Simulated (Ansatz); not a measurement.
# CH6AlNSi: harmonic frequencies at the relaxed geometry, by script

At which frequencies does CH6AlNSi vibrate? Aim: harmonic frequencies at the relaxed geometry, for CH6AlNSi, run from a script.

Program: Ansatz 0.2.0 through its Python package. Level of theory: PBE/def2-SVP. These are calculated values, not measurements.

### Step 1. The structure

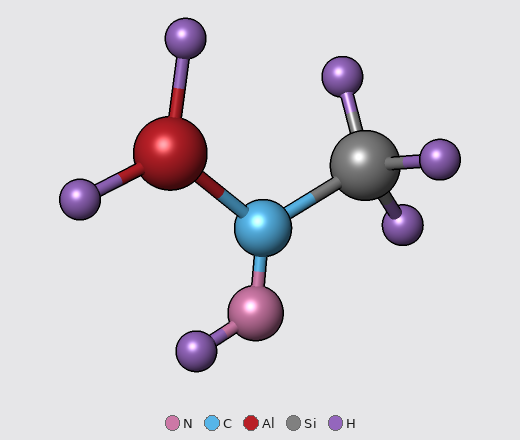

The starting structure, viewed from a chosen angle; nitrogen pink, carbon blue, aluminium red, silicon grey, hydrogen purple.

The script holds or builds the structure itself.

### Step 2. The script

File ch6alnsi_freq.py:

```python
import argparse

import ansatz as az
from ase import Atoms
import numpy as np

parser = argparse.ArgumentParser(description="Harmonic frequencies of CH6AlNSi at its relaxed geometry.")
parser.add_argument("--basis", default="def2-SVP", help="basis")
parser.add_argument("--xc", required=True, help="exchange-correlation functional")
args = parser.parse_args()


def main() -> None:
    atoms = Atoms(["N", "C", "Al", "Si", "H", "H", "H", "H", "H", "H"], positions=[
        (-1.6424, 0.2395, -0.5675),
        (-0.4835, 0.0935, -0.2004),
        (0.8186, 1.5587, -0.2536),
        (0.0925, -1.5333, 0.4702),
        (-2.0035, 1.1898, -0.9575),
        (0.4359, 3.0149, -0.7868),
        (2.3665, 1.2928, 0.2776),
        (-0.8277, -2.5706, -0.0719),
        (-0.0827, -1.503, 1.9822),
        (1.4095, -1.8333, 0.1107),
    ])
    mol = az.Crystal.molecule_from_ase(atoms)

    job = (
        mol.calculation()
        .basis(gaussian=args.basis)
        .functional(args.xc)
    )
    symbols = [site.symbol for site in mol.cartesian_sites]
    start = np.array([site.position_ang for site in mol.cartesian_sites], dtype=float)
    summary = job.relax(force_tolerance=0.003, max_steps=100).run(threads=1).report
    end = np.array(summary["positions_ang"])

    print("bond        before    after (A)")
    for i, j in [(0, 1), (0, 4), (1, 2), (1, 3), (2, 5), (2, 6), (3, 7), (3, 8), (3, 9)]:
        d0, d1 = (np.linalg.norm(xyz[i] - xyz[j]) for xyz in (start, end))
        print(f"{symbols[i]}{i}-{symbols[j]}{j}".ljust(10), f"{d0:8.4f} {d1:8.4f}")

    minimum = az.Crystal.molecule()
    for symbol, xyz in zip(symbols, end):
        minimum = minimum.atom(symbol, xyz.tolist())
    vibrating = (
        minimum.calculation()
        .basis(gaussian=args.basis)
        .functional(args.xc)
        .phonons(temperatures=(200, 600, 100))
    )
    vib = vibrating.run(threads=1).report["vibrations"]
    sums = vib["harmonic_sums"]
    modes = [m["omega_inv_cm"] for m in sums["modes_at_gamma"] if m["rigid_motion"] == "no"]
    for number, w in enumerate(modes, start=1):
        print(f"mode {number:2d} {w:9.1f} 1/cm {w / 8065.544 * 1000:8.2f} meV")
    print("imaginary modes:", sum(w < 0 for w in modes), " zero-point energy:", round(sums["zero_point_energy_ev"], 4), "eV")
    print("T (K)   F_vib (eV)   S_vib (meV/K)   C_vib (meV/K)")
    for row in zip(sums["temperatures_k"], sums["vibrational_free_energy_ev"], vib["entropy_ev_per_k"], vib["heat_capacity_ev_per_k"]):
        print(f"{row[0]:6.1f} {row[1]:11.4f} {1000 * row[2]:13.4f} {1000 * row[3]:15.4f}")


if __name__ == "__main__":
    main()
```

### Step 3. The input behind the calls

The engine receives this input (first run):

```yaml
crystal:
  periodic: [false, false, false]
  atoms:
    - { symbol: "N", position_ang: [-1.6424, 0.2395, -0.5675] }
    - { symbol: C, position_ang: [-0.4835, 0.0935, -0.2004] }
    - { symbol: Al, position_ang: [0.8186, 1.5587, -0.2536] }
    - { symbol: Si, position_ang: [0.0925, -1.5333, 0.4702] }
    - { symbol: H, position_ang: [-2.0035, 1.1898, -0.9575] }
    - { symbol: H, position_ang: [0.4359, 3.0149, -0.7868] }
    - { symbol: H, position_ang: [2.3665, 1.2928, 0.2776] }
    - { symbol: H, position_ang: [-0.8277, -2.5706, -0.0719] }
    - { symbol: H, position_ang: [-0.0827, -1.503, 1.9822] }
    - { symbol: H, position_ang: [1.4095, -1.8333, 0.1107] }
basis:
  gaussian:
    orbitals: def2-SVP
hamiltonian:
  xc: pbe
relax:
  f_tol: 0.003
  max_steps: 100
```

### Step 4. Launch

Run with:

```sh
python ch6alnsi_freq.py --xc pbe
```

The log of the run:

```text
bond        before    after (A)
N0-C1        1.2244   1.3007
N0-H4        1.0888   1.0455
C1-Al2       1.9609   2.0126
C1-Si3       1.8515   1.9138
Al2-H5       1.5973   1.6068
Al2-H6       1.6580   1.6028
Si3-H7       1.4888   1.5028
Si3-H8       1.5224   1.5091
Si3-H9       1.3978   1.5091
mode  1      76.5 1/cm     9.48 meV
mode  2     119.8 1/cm    14.85 meV
mode  3     126.2 1/cm    15.65 meV
mode  4     244.2 1/cm    30.28 meV
mode  5     247.5 1/cm    30.68 meV
mode  6     418.0 1/cm    51.83 meV
mode  7     445.7 1/cm    55.26 meV
mode  8     503.7 1/cm    62.44 meV
mode  9     610.3 1/cm    75.67 meV
mode 10     638.2 1/cm    79.13 meV
mode 11     737.0 1/cm    91.37 meV
mode 12     806.7 1/cm   100.01 meV
mode 13     876.5 1/cm   108.67 meV
mode 14     888.7 1/cm   110.19 meV
mode 15     901.0 1/cm   111.71 meV
mode 16     905.8 1/cm   112.30 meV
mode 17    1259.6 1/cm   156.17 meV
mode 18    1545.6 1/cm   191.63 meV
mode 19    1847.2 1/cm   229.02 meV
mode 20    1872.6 1/cm   232.18 meV
mode 21    2142.0 1/cm   265.58 meV
mode 22    2146.8 1/cm   266.17 meV
mode 23    2179.9 1/cm   270.27 meV
mode 24    3186.8 1/cm   395.12 meV
imaginary modes: 0  zero-point energy: 1.5328 eV
T (K)   F_vib (eV)   S_vib (meV/K)   C_vib (meV/K)
 200.0      1.4905        0.4962          0.5778
 300.0      1.4266        0.7803          0.8326
 400.0      1.3350        1.0487          1.0352
 500.0      1.2175        1.2976          1.1959
 600.0      1.0761        1.5276          1.3267
```

It took 3.2 min on 1 thread of Arm Neoverse V1, shared host; peak memory 0.22 GiB.

### Step 5. What changed from run to run

The engine's inputs for the other runs:

Run 2, against run 1:

```diff
@@ -4,10 +4,10 @@
-    - { symbol: "N", position_ang: [-1.6424, 0.2395, -0.5675] }
-    - { symbol: C, position_ang: [-0.4835, 0.0935, -0.2004] }
-    - { symbol: Al, position_ang: [0.8186, 1.5587, -0.2536] }
-    - { symbol: Si, position_ang: [0.0925, -1.5333, 0.4702] }
-    - { symbol: H, position_ang: [-2.0035, 1.1898, -0.9575] }
-    - { symbol: H, position_ang: [0.4359, 3.0149, -0.7868] }
-    - { symbol: H, position_ang: [2.3665, 1.2928, 0.2776] }
-    - { symbol: H, position_ang: [-0.8277, -2.5706, -0.0719] }
-    - { symbol: H, position_ang: [-0.0827, -1.503, 1.9822] }
-    - { symbol: H, position_ang: [1.4095, -1.8333, 0.1107] }
+    - { symbol: "N", position_ang: [-1.5860640124592773, 0.24624689848161252, -0.7718391464330938] }
+    - { symbol: C, position_ang: [-0.41860816610574497, 0.09888712486647758, -0.2175217696345812] }
+    - { symbol: Al, position_ang: [0.8478013592641731, 1.660586069039933, -0.1295069705429793] }
+    - { symbol: Si, position_ang: [-0.006984334390772751, -1.6352575962516995, 0.47947306186422634] }
+    - { symbol: H, position_ang: [-1.7128673572129436, 1.2247271941491353, -1.1177610298236138] }
+    - { symbol: H, position_ang: [0.22482227836863608, 2.983090508539687, -0.7964173930934098] }
+    - { symbol: H, position_ang: [2.312268600711409, 1.6282895632046233, 0.5211476896117473] }
+    - { symbol: H, position_ang: [-1.1295197915809903, -2.6139604335161324, 0.2781923565051435] }
+    - { symbol: H, position_ang: [0.30616949040505104, -1.5031264691108974, 1.9498113733173743] }
+    - { symbol: H, position_ang: [1.2461819330004595, -2.140482859402742, -0.19257817177081393] }
@@ -19,3 +19,5 @@
-relax:
-  f_tol: 0.003
-  max_steps: 100
+phonons:
+  temperatures:
+    t_min: 200.0
+    t_max: 600.0
+    t_step: 100.0
```

Lines on the test bed's own set-up are left out of the output.

A comment line of the script is reworded here; the code is as run.

### Step 6. The engine's runs

From the records of these 2 runs:

```
run  kind of run  energy from run 2 (eV)  SCF cycles in all  CPU time (s)
  1   relaxation                  0.0000                178            78
  2      phonons                  0.0000                379           110
```

### Step 7. The relaxation of run 1, step by step

Relaxation path:

```
step  energy from step 1 (eV)  largest force component (eV/Å)
   1                   0.0000                          6.2407
   2                  -0.4830                          1.7482
   3                  -0.4850                          0.9998
   4                  -0.4830                          1.5555
   5                  -0.5467                          1.0344
   6                  -0.5709                          0.1279
   7                  -0.5707                          0.1306
   8                  -0.5742                          0.0275
   9                  -0.5754                          0.0929
  10                  -0.5766                          0.1057
  11                  -0.5775                          0.0548
  12                  -0.5765                          0.0975
  13                  -0.5784                          0.0324
  14                  -0.5784                          0.0880
  15                  -0.5790                          0.0286
  16                  -0.5794                          0.0415
  17                  -0.5796                          0.0320
  18                  -0.5797                          0.0216
  19                  -0.5797                          0.0107
  20                  -0.5797                          0.0058
  21                  -0.5797                          0.0027
```

Step 1 is the start. Steps 4, 7, 12, 14 were tried and not accepted.

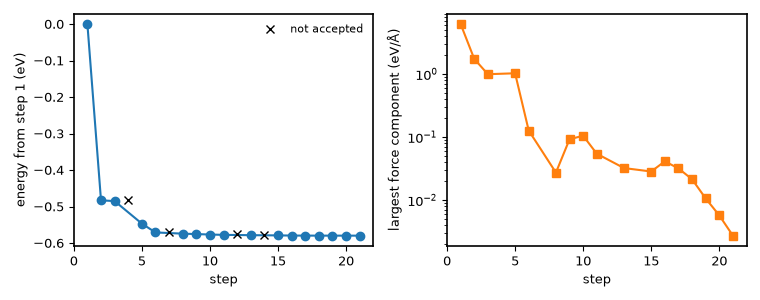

Energy and largest force along the relaxation.

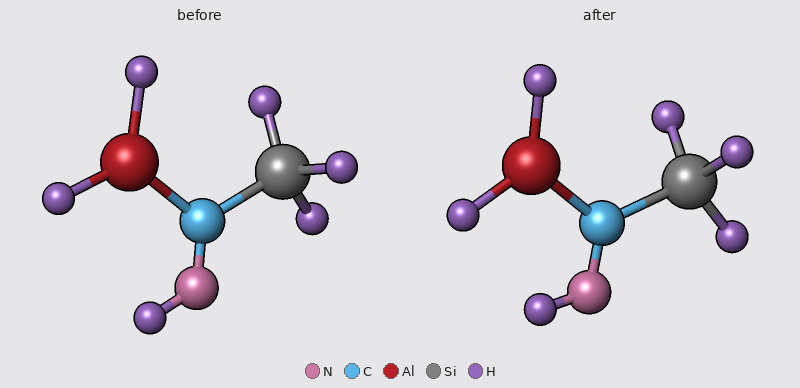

The structure before (left) and after (right) the relaxation, drawn at the same scale.

Before: Bond lengths: N1–C2 1.224 Å, C2–Al3 1.961 Å, C2–Si4 1.851 Å, N1–H5 1.089 Å, Al3–H6 1.597 Å, Al3–H7 1.658 Å, Si4–H8 1.489 Å, Si4–H9 1.522 Å, Si4–H10 1.398 Å. Angles: N1–C2–Al3 122.1°, N1–C2–Si4 120.5°, Al3–C2–Si4 117.4°, C2–N1–H5 121.7°, C2–Al3–H6 122.1°, C2–Al3–H7 119.4°, H6–Al3–H7 118.5°, C2–Si4–H8 106.7°, C2–Si4–H9 107.8°, C2–Si4–H10 112.9°, H8–Si4–H9 107.7°, H8–Si4–H10 109.8°, H9–Si4–H10 111.6°.

After: Bond lengths: N1–C2 1.301 Å, C2–Al3 2.013 Å, C2–Si4 1.914 Å, N1–H5 1.046 Å, Al3–H6 1.607 Å, Al3–H7 1.603 Å, Si4–H8 1.503 Å, Si4–H9 1.509 Å, Si4–H10 1.509 Å. Angles: N1–C2–Al3 119.7°, N1–C2–Si4 116.8°, Al3–C2–Si4 123.5°, C2–N1–H5 110.8°, C2–Al3–H6 112.1°, C2–Al3–H7 125.2°, H6–Al3–H7 122.6°, C2–Si4–H8 112.4°, C2–Si4–H9 108.7°, C2–Si4–H10 108.6°, H8–Si4–H9 110.0°, H8–Si4–H10 110.0°, H9–Si4–H10 106.9°.

### Step 8. Harmonic frequencies

Frequencies (cm⁻¹; negative: imaginary): 76, 120, 126, 244, 247, 418, 446, 504, 610, 638, 737, 807, 876, 889, 901, 906, 1260, 1546, 1847, 1873, 2142, 2147, 2180, 3187.

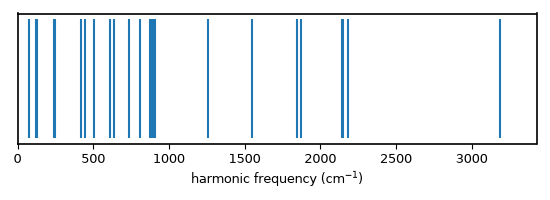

The harmonic frequencies as lines of equal height (no intensities).

### Step 9. What came out

```
                             quantity        value
                        runs compared            2
     moves of the relaxation of run 1           16
               energy gained in run 1     0.580 eV
last largest force component of run 1  0.0027 eV/Å
                    highest frequency    3187 cm⁻¹
                      imaginary modes            0
                    zero-point energy     1.533 eV
```

**Reading.** Run 1: The relaxation took 16 moves; the largest shift is 0.464 Å, of atom 8 (H). All frequencies are real, so the geometry is a minimum. The values are harmonic; measured fundamentals also hold anharmonic shifts, mostly downward for stretches. The frequencies are harmonic and unscaled, in a modest basis. The result belongs to the one conformer reached from this start, and soft torsions count as harmonic oscillators.
